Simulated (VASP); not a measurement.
Input:

```yaml
crystal:
  lattice:
    - [0.00000, 3.05444, 3.05444]
    - [3.05444, 0.00000, 3.05444]
    - [3.05444, 3.05444, 0.00000]
  atoms:
    - { symbol: Ga, position: [0.00000, 0.00000, 0.00000] }
    - { symbol: Sb, position: [0.25000, 0.25000, 0.25000] }
```

Computed with MS2 meta-GGA, VASP's PBE PAW potentials (set 64) (plane waves; VASP 6.6.1). Run with 520 eV cut-off, 8×8×8 Γ-centred mesh, tetrahedra with Blöchl corrections, potentials Ga_d Sb.

Unless said otherwise, spin-orbit coupling is left out, though it shifts the bands of the heavy elements here.

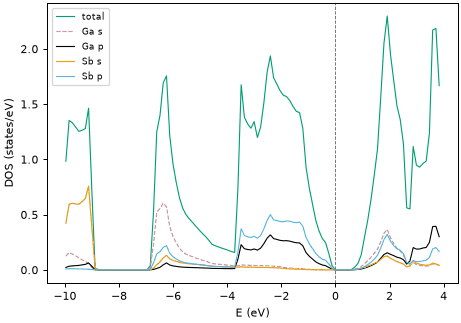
Fig. 1. Total and projected density of states, zero at the valence-band maximum

Within 2 eV below the valence-band maximum the largest weight inside VASP's projection spheres is Sb p, then Ga p.

The gap is direct, 0.37 eV, from the valence maximum at Γ to the conduction minimum at Γ.

The compound is GaSb in the zinc blende structure. It was relaxed first.
